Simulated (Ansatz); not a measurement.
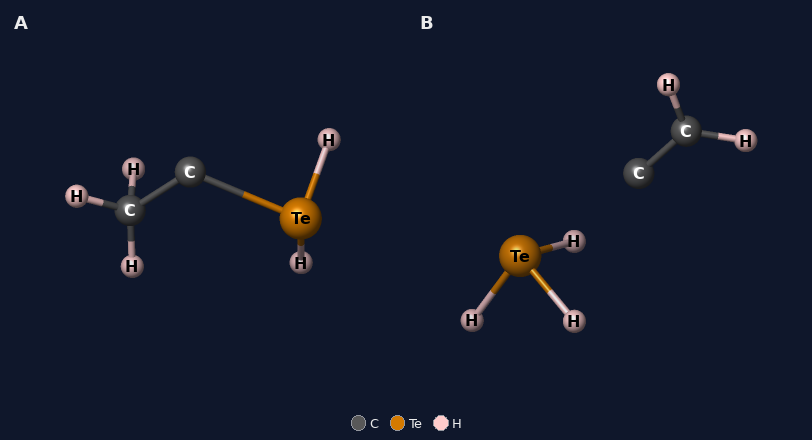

2 stationary structures of one formula. State: charge +1, singlet. Geometries: PBE0-D4/def2-TZVP. Electronic energies: ωB97M-V/def2-TZVPP (Ansatz 0.2.0), without zero-point energy. No frequency run is at hand to confirm each as a minimum. Each is one conformer, not always the lowest.

**Which structure is the most stable?**

A is lowest (C1); B lies 17.9 kJ/mol above it.
